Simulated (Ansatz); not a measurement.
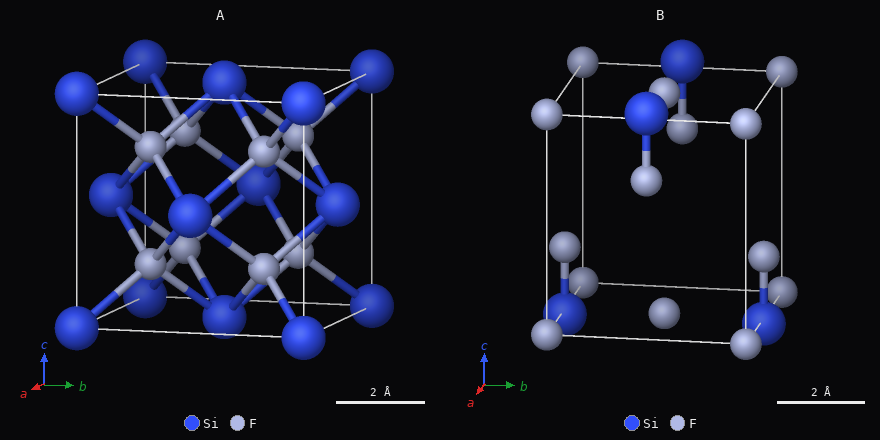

Two structures of SiF₂, each relaxed to rest (conventional cells in solid outline, small ones repeated, not to one scale). Method: DFT PBE, scalar-relativistic, plane waves, PAW (Ansatz 0.2.0), without spin polarisation.

### State the structure in each panel.

A: fluorite (CaF₂ type), Fm-3m. B: 6 atoms a cell on a primitive tetragonal lattice, P4/nmm.

### A or B: which is lower in energy?

B is lower, by 324 meV/atom at this level of theory (energies at zero smearing). Volumes: A 13.4, B 19.4 Å³/atom.

One or both may be structure types tried for this composition rather than known phases.
